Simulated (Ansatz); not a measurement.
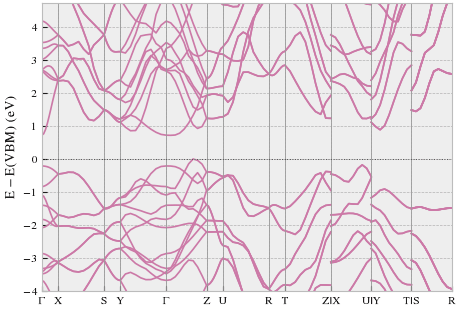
Figure. Band structure from PBE+D3(BJ) (plane waves, PAW; program Ansatz)

Problem. Read off the gap and where the band edges lie.

Solution. About 0.7 eV (0.71 eV by a search for the band edges); maximum on the Γ–Z line, 69 % of the way from Γ, minimum on the Γ–Z line, 14 % of the way from Γ.

The material is GeSe in space group Pnma (No. 62; Ge on 4c, Se on 4c).

The cell was relaxed with PBE+D3(BJ) under the symmetry of its start. Spin–orbit coupling is left out wherever it is not named.

Potentials: the earlier of the program's two PAW sets.
